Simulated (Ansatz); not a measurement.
**S₂Ta₂ (charge +1, quartet): density, localisation and related maps**

Input file:

```
crystal:
  periodic: [false, false, false]
  atoms:
    - {symbol: Ta, position_ang: [-0.152208, -0.649675, -1.172150]}
    - {symbol: Ta, position_ang: [1.034410, 0.597323, 0.626369]}
    - {symbol: S, position_ang: [-0.825879, 1.492208, -0.489707]}
    - {symbol: S, position_ang: [-0.056312, -1.439856, 1.035478]}
basis:
  gaussian: {orbitals: def2-TZVP, initial_orbitals: start.molden}
total_charge: 1
magnetization: {spin_polarized: true, initial_magnetization: 3}
hamiltonian: {xc: pbe0, dispersion: d4}
scf: {omitted_lower_state_checks: [starts]}
output: {orbitals: {seedname: orbitals}}
```

Launched as:

```sh
ansatz run in.yaml --threads 4 --pin off --events-out ev --progress --plain --max-ram 3916MiB
```

Geometry: r2SCAN-D4/def2-SVP; core potentials replace the inner electrons of Ta.

The calculation used UKS PBE0-D4/def2-TZVP (Ansatz 0.2.0).

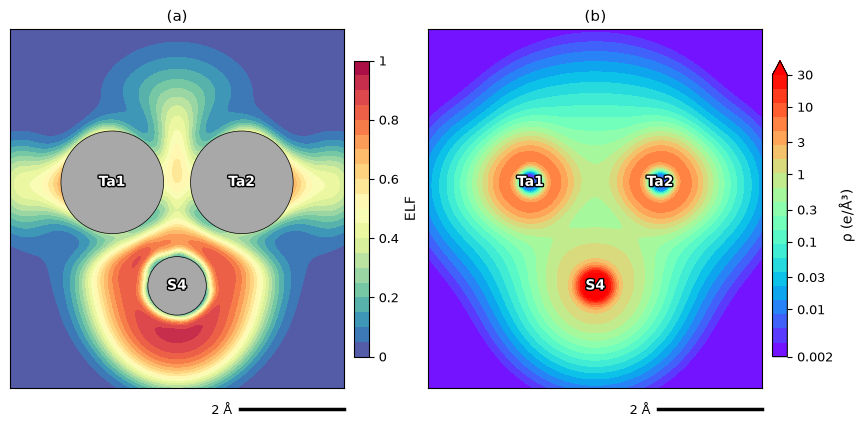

Figure 1. (a) electron localisation function; (b) electron density on the plane of atoms Ta1, Ta2 and S4. Grey discs cover the atomic cores in the ELF map.

Q: Describe what can be read from this map.

A:
- The section cuts through Ta and S sites.
- Ta–S (2.35 Å): ρ at the midpoint is about 0.67 e/Å³; the ELF peaks at about 0.80 in the valence shell of S, 0.9 Å from its nucleus, and is about 0.40 at the midpoint.
- Ta–Ta (2.49 Å): ρ at the midpoint is about 0.74 e/Å³; the ELF is about 0.55 at the midpoint.

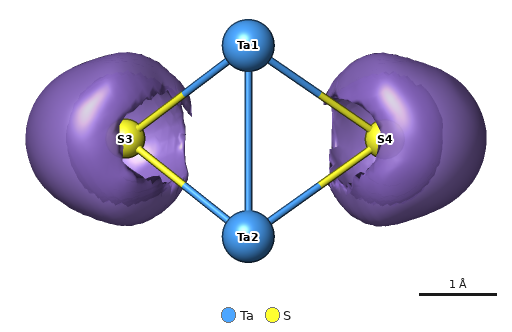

Figure 2. Isosurface of the ELF at 0.8 (purple), seen at a tilt. Core shells and regions of very low density are left out.

Q: Describe the localisation domains.

A: The surface consists of two regions wrapped around S (the valence shell of each).

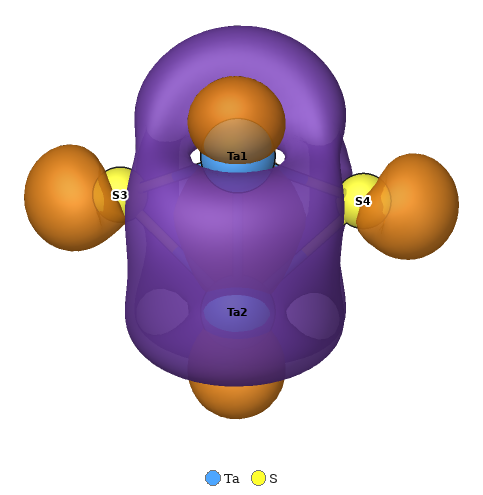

Figure 3. The LUMO (β) at ±0.08 Å⁻³ᐟ² (orange and purple are the two phases), seen at a tilt.

Q: What is the character of this orbital?

A: By Hirshfeld shares it lies mainly on Ta1 (about 40 %), Ta2 (about 40 %), S3 (about 10 %) and S4 (about 10 %). Its energy is −8.00 eV.
